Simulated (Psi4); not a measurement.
Run report: SnCl₄, energy and gradient calculation (part 2 of 2)

The same run, continued: SnCl₄, multiplicity 3, SMILES [Cl][Sn]([Cl])([Cl])[Cl]; TPSS/def2-SVP, UKS, core potentials def2 (Psi4 1.11). The geometry is that of the parent species in another charge or spin state. The geometry comes from this level: PBE0-D4/def2-TZVP.

Geometry of the input (Å):
```
Cl -1.0966  -0.1617  2.0009
Sn -0.0000  -0.0000  -0.0000
Cl 1.8988  -1.2738  0.0660
Cl -1.3620  -0.7482  -1.6785
Cl 0.5598  2.1836  -0.3884
```

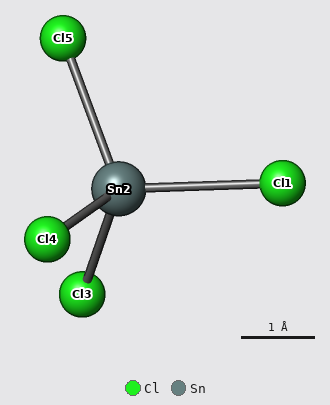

*The input geometry (ball-and-stick view, seen at a tilt; atoms are numbered from 1 in the order of the input). Sticks mark near contacts.*

Output, continued:
```
      45A     -0.298512    46A     -0.117902    47A     -0.000338
      48A     -0.000328    49A      0.000431    50A      0.109948
      51A      0.181944    52A      0.181945    53A      0.183046
      54A      0.254615    55A      0.256488    56A      0.386375
      57A      0.386381    58A      0.386890    59A      0.553176
      60A      0.553408    61A      0.553412    62A      0.628095
      63A      0.691137    64A      0.691541    65A      0.691543
      66A      0.711538    67A      0.711541    68A      0.711798
      69A      0.711987    70A      0.712060    71A      0.712917
      72A      0.713134    73A      0.713135    74A      0.741497
      75A      0.741499    76A      0.741909    77A      0.749109
      78A      0.770641    79A      0.771294    80A      0.865008
      81A      0.865590    82A      0.865593    83A      0.875045
      84A      0.875052    85A      0.875162    86A      1.009468
      87A      1.010869    88A      1.011537    89A      1.011541
      90A      1.012182    91A      1.237916    92A      1.249507
      93A      1.249517    94A      1.249787    95A     15.000404
      96A     15.000503    97A     15.000781    98A     51.719655

    Final Occupation by Irrep:
              A
    DOCC [    44 ]
    SOCC [     2 ]
    NA   [    46 ]
    NB   [    44 ]

  @UKS Final Energy: -2054.52689538547838

   => Energetics <=

    Nuclear Repulsion Energy =            591.7333985512917707
    One-Electron Energy =               -4097.8530766484300329
    Two-Electron Energy =                1582.7873347430331705
    DFT Exchange-Correlation Energy =    -131.1945520313735756
    Empirical Dispersion Energy =           0.0000000000000000
    VV10 Nonlocal Energy =                  0.0000000000000000
    Total Energy =                      -2054.5268953854783831

  UHF NO Occupations:
  HONO-2 :   44  A 1.9998861
  HONO-1 :   45  A 1.0000000
  HONO-0 :   46  A 1.0000000
  LUNO+0 :   47  A 0.0001139
  LUNO+1 :   48  A 0.0001138
  LUNO+2 :   49  A 0.0000737
  LUNO+3 :   50  A 0.0000544

Computation Completed

Properties will be evaluated at   0.000000,   0.000000,   0.000000 [a0]

Properties computed using the SCF density matrix

 Multipole Moments:

 ------------------------------------------------------------------------------------
     Multipole            Electronic (a.u.)      Nuclear  (a.u.)        Total (a.u.)
 ------------------------------------------------------------------------------------

 L = 1.  Multiply by 2.5417464519 to convert [e a0] to [Debye]
 Dipole X            :          0.0001206           -0.0000945            0.0000262
 Dipole Y            :          0.0003040           -0.0003213           -0.0000173
 Dipole Z            :          0.0005798           -0.0006047           -0.0000249
 Magnitude           :                                                    0.0000401

 ------------------------------------------------------------------------------------

	total time  =         57 seconds =       0.95 minutes

         ------------------------------------------------------------
                                   SCF GRAD
         ------------------------------------------------------------

  ==> Geometry <==

    Molecular point group: c1
    Full point group: C1

    Geometry (in Angstrom), charge = 0, multiplicity = 3:

       Center              X                  Y                   Z               Mass
    ------------   -----------------  -----------------  -----------------  -----------------
         CL          -1.096620000000    -0.161700000000     2.000940000000    34.968852682000
         SN          -0.000010000000     0.000000000000    -0.000030000000   119.902201630000
         CL           1.898840000000    -1.273760000000     0.066050000000    34.968852682000
         CL          -1.361990000000    -0.748170000000    -1.678550000000    34.968852682000
         CL           0.559780000000     2.183620000000    -0.388420000000    34.968852682000

  Nuclear repulsion =  591.733398551291771

  ==> Basis Set <==

  Basis Set: DEF2-SVP
    Blend: DEF2-SVP
    Number of shells: 42
    Number of basis functions: 98
    Number of Cartesian functions: 104
    Spherical Harmonics?: true
    Max angular momentum: 2

  Core potential: DEF2-SVP
    Number of shells: 4
    Number of ECP primitives: 18
    Number of ECP core electrons: 28
    Max angular momentum: 3

  ==> DirectJKGrad: Integral-Direct SCF Gradients <==

    Gradient:                    1
    J tasked:                  Yes
    K tasked:                   No
    wK tasked:                  No
    Integrals threads:           1
    Schwarz Cutoff:          1E-12

  ==> DFT Potential <==

   => LibXC <=

    Version 7.1.2

   => Composite Functional: TPSS <=

    TPSS Meta-GGA XC Functional

    Deriv               =              1
    GGA                 =           TRUE
    Meta                =           TRUE

    Exchange Hybrid     =          FALSE
    MP2 Hybrid          =          FALSE

   => Exchange Functionals <=

    1.0000   XC_MGGA_X_TPSS

   => Correlation Functionals <=

    1.0000   XC_MGGA_C_TPSS

   => LibXC Density Thresholds  <==

    XC_MGGA_C_TPSS:  1.00E-15
    XC_MGGA_X_TPSS:  1.00E-15

   => Molecular Quadrature <=

    Radial Scheme          =       TREUTLER
    Pruning Scheme         =           NONE
    Nuclear Scheme         =       TREUTLER

    Blocking Scheme        =         OCTREE
    BS radius alpha        =              1
    Pruning alpha          =              1
    Radial Points          =             99
    Spherical Points       =            590
    Total Points           =         271179
    Total Blocks           =           2139
    Max Points             =            256
    Max Functions          =             86
    Weights Tolerance      =       1.00E-15

  -Total Gradient:
     Atom            X                  Y                   Z
    ------   -----------------  -----------------  -----------------
       1        0.035142846441     0.004108031892    -0.061684845621
       2       -0.000004185129     0.000002013267    -0.000024619036
       3       -0.059357391170     0.039190868723    -0.000639890296
       4        0.042433541767     0.024603928852     0.051529079164
       5       -0.018204980209    -0.067908335076     0.010827276055

	total time  =          8 seconds =       0.13 minutes

Properties will be evaluated at   0.000000,   0.000000,   0.000000 [a0]

Properties computed using the TPSS density matrix

 Multipole Moments:

 ------------------------------------------------------------------------------------
     Multipole            Electronic (a.u.)      Nuclear  (a.u.)        Total (a.u.)
 ------------------------------------------------------------------------------------

 L = 1.  Multiply by 2.5417464519 to convert [e a0] to [Debye]
 Dipole X            :          0.0001206           -0.0000945            0.0000262
 Dipole Y            :          0.0003040           -0.0003213           -0.0000173
 Dipole Z            :          0.0005798           -0.0006047           -0.0000249
 Magnitude           :                                                    0.0000401

 L = 2.  Multiply by 1.3450342976 to convert [e a0^2] to [Debye ang]
 Quadrupole XX       :       -478.9366252          423.5324527          -55.4041725
 Quadrupole XY       :          0.1033985            0.0002354            0.1036339
 Quadrupole XZ       :         -0.1424590           -0.0069130           -0.1493720
 Quadrupole YY       :       -479.0659668          423.5340859          -55.5318809
 Quadrupole YZ       :          0.2675827           -0.0002898            0.2672929
 Quadrupole ZZ       :       -479.2626970          423.5315122          -55.7311848
 Traceless XX        :          0.1518045           -0.0002309            0.1515736
 Traceless YY        :          0.0224629            0.0014023            0.0238652
 Traceless ZZ        :         -0.1742674           -0.0011714           -0.1754388

 ------------------------------------------------------------------------------------
  Lowdin Charges: (a.u.)
   Center  Symbol    Alpha    Beta     Spin     Total
       1    CL     8.68396  8.27844  0.40552  0.03760
       2    SN    11.26427 10.88616  0.37811 -0.15042
       3    CL     8.68394  8.27844  0.40550  0.03761
       4    CL     8.68390  8.27849  0.40540  0.03761
       5    CL     8.68393  8.27846  0.40547  0.03760

  Total alpha = 46.00000, Total beta = 44.00000, Total charge = -0.00000

  Wiberg Bond Indices using Orthogonal Lowdin Orbitals:

  Total Bond Index:
  Irrep: 1 Size: 5 x 5

                 1                   2                   3                   4                   5

    1     0.00000000000000     1.23285859034100     0.14574894544853     0.16086810237121     0.16089625770707
    2     1.23285859034100     0.00000000000000     1.23291492608406     1.23303314178547     1.23293705586337
    3     0.14574894544853     1.23291492608406     0.00000000000000     0.16085578380216     0.16088100882276
    4     0.16086810237121     1.23303314178547     0.16085578380216     0.00000000000000     0.14568973252901
    5     0.16089625770707     1.23293705586337     0.16088100882276     0.14568973252901     0.00000000000000

  Alpha Contribution:
  Irrep: 1 Size: 5 x 5

                 1                   2                   3                   4                   5

    1     0.00000000000000     0.56838091766748     0.02424125123319     0.02355156682219     0.02355118117042
    2     0.56838091766748     0.00000000000000     0.56840578040083     0.56847540100893     0.56842203515916
    3     0.02424125123319     0.56840578040083     0.00000000000000     0.02355184683948     0.02355146381564
    4     0.02355156682219     0.56847540100893     0.02355184683948     0.00000000000000     0.02424244803314
    5     0.02355118117042     0.56842203515916     0.02355146381564     0.02424244803314     0.00000000000000

  Beta Contribution:
  Irrep: 1 Size: 5 x 5

                 1                   2                   3                   4                   5

    1     0.00000000000000     0.66447767267352     0.12150769421534     0.13731653554902     0.13734507653665
    2     0.66447767267352     0.00000000000000     0.66450914568323     0.66455774077654     0.66451502070422
    3     0.12150769421534     0.66450914568323     0.00000000000000     0.13730393696268     0.13732954500712
    4     0.13731653554902     0.66455774077654     0.13730393696268     0.00000000000000     0.12144728449587
    5     0.13734507653665     0.66451502070422     0.13732954500712     0.12144728449587     0.00000000000000

  Atomic Valences:

 #  #
 Irrep: 1
      1:    1.700371895867812
      2:    4.931743714073908
      3:    1.700400664157517
      4:    1.700446760487857
      5:    1.700404054922216
```

Standard output:
```
gradient / Eh bohr^-1
[[ 3.5143e-02  4.1080e-03 -6.1685e-02]
 [-4.0000e-06  2.0000e-06 -2.5000e-05]
 [-5.9357e-02  3.9191e-02 -6.4000e-04]
 [ 4.2434e-02  2.4604e-02  5.1529e-02]
 [-1.8205e-02 -6.7908e-02  1.0827e-02]]
energy = -2054.5268953855 Eh
```

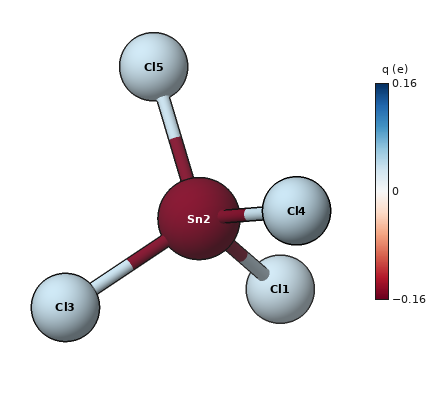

*Löwdin charges, as the colour of each atom (ball-and-stick view, seen at a tilt; atoms are numbered from 1 in the order of the input).*

By element: Cl +0.04 and Sn −0.15 e.

Summary:

| quantity | value |
| --- | --- |
| outcome | converged |
| total energy | −2054.526895 hartree |
| basis functions | 98 |
| largest force | 3.658 eV/Å |
| ⟨S²⟩ | 2.001 |
| dipole moment | 0.00 D |
| hardware | 1 thread of Intel Xeon (Granite Rapids), 64 GiB of memory available, shared host |
| wall time | 66 s |
| peak memory | 0.99 GiB |
